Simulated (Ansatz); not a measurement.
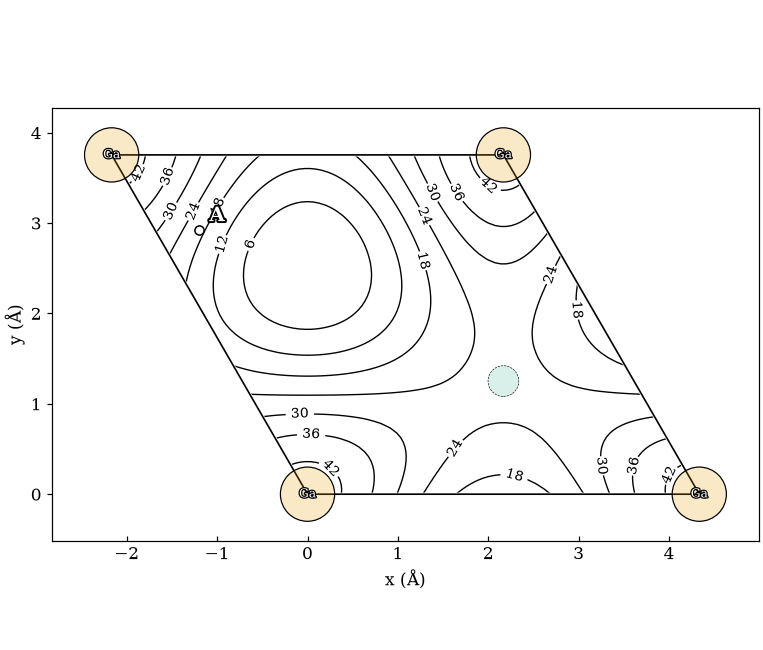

CO on a GaSb(111) slab cut from the F-43m phase, its upper half relaxed before the scan (4 atoms of substrate and one adsorbate in a 1 × 1 cell). CO (O end down) is moved over the surface cell at a fixed height above a rigid substrate; the origin of the map has the adsorbate above Ga4; the height is held at 3.10 Å. Places are given modulo a cell vector. The map is drawn in real space over the plane of the surface. The scan uses a 9 × 9 grid; 19 points were computed and 62 follow by symmetry. Energies are in meV, from the lowest grid point. With one adsorbate in each 1 × 1 cell, its nearest image is 4.3 Å away, so neighbouring adsorbates interact. At a fixed height the lowest place need not be the adsorption site. Method: DFT PBE+D3(BJ), scalar-relativistic, plane waves, PAW in Ansatz. Settings: cutoff 420 eV, k-mesh 6×6×1, gaussian smearing 0.1 eV, no spin polarisation.

In the figure: contour lines labelled in meV, labelled circles for the atoms of the top layer and small ones for the second layer, the outline of one cell of the plane, the point A. Between grid points the surface is interpolated.

**Which way does the force act at A, and how strong is it?**

A, at (1/9, 7/9) of the cell vectors, is not a stationary point. The computed force is 0.027 eV/Å in the plane, pointing down and right in the picture (components 0.024 and −0.012 eV/Å).

PAW datasets: the set soft_1.
